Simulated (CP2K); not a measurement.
Fluorocarbonylacetylene has these distinct C atoms: C1 (bonded to C and H), C2 (bonded to 2 C) and C3 (bonded to C, F and O).

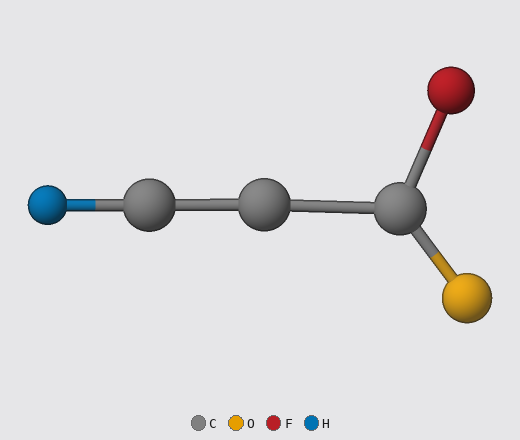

The molecule (carbon grey, oxygen orange, fluorine red, hydrogen blue).

```xyz
6

C     1.5006   -0.1405    0.3702
C     0.3236   -0.0465    0.0967
C    -1.0746    0.0229   -0.2040
O    -1.9555   -0.6949    0.1840
F    -1.3354    1.0793   -1.0576
H     2.5414   -0.2202    0.6106
```

Their partial C K spectra (CP2K XAS_TDP, all-electron GAPW, PBEh(45%), aug-cc-pVDZ, TDA, GW2X-corrected core level, no relativity) are given in random order, each times the number of alike atoms.

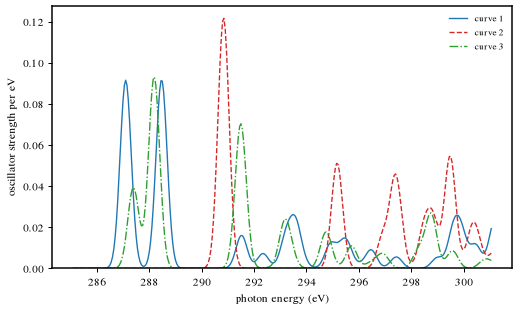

Gaussian full width 0.5 eV, oscillator strength per eV, alike atoms added, rows of zeros left out.

Q: Which curve belongs to which atom?

Curve 1: C1 (bonded to C and H), leading line at 287.10 eV (f = 0.049 an atom), ionisation energy 293.89 eV, term value 6.79 eV. Curve 2: C3 (bonded to C, F and O), leading line at 290.84 eV (f = 0.065 an atom), ionisation energy 298.82 eV, term value 7.98 eV. Curve 3: C2 (bonded to 2 C), leading line at 287.40 eV (f = 0.021 an atom), ionisation energy 293.69 eV, term value 6.29 eV. The leading line of an atom is its first one with 35 % of the strongest within 2.5 eV of its lowest line over the strength cut. A line lies at the core ionisation energy, which rises as an atom loses charge to its neighbours or to a π system, less the term value, which is large for a low π* or σ* orbital with weight on that atom.

[Banner, clock and machine lines of the logs are left out without a mark of their own.]

[Logs are printed without paths, hosts, clocks, repeated set-up lines and the standing remarks that a program may print on its own settings, such as how far it seeks lower states.]

[Hosts, paths, dates, database ids (printed as entryN), source tags and the programs' standing remarks are cut or masked in the printed files.]
